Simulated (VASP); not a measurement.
Band structure of BeCd3Se4 (ordered alloy cell). Method: PBE GGA, VASP's PBE PAW potentials (set 64) (plane waves; VASP 6.6.1).

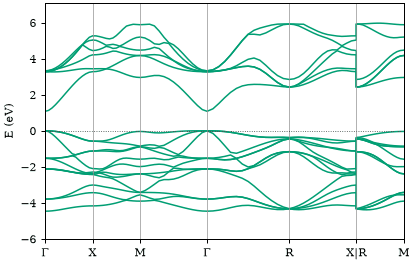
*Bands along high-symmetry lines, zero at the valence-band maximum or, without a gap, the Fermi level*

**Question.** Read the plot: is there a gap, and where are the band edges?

**Answer.** The gap is direct, 1.08 eV, from the valence maximum at Γ to the conduction minimum at Γ. (Edges off the drawn lines would not show.)

The structure was generated: BeCd3Se4 was put into an ordered model structure (P-43m), which need not be its known phase. It was relaxed first, which changed the volume by +6 %.
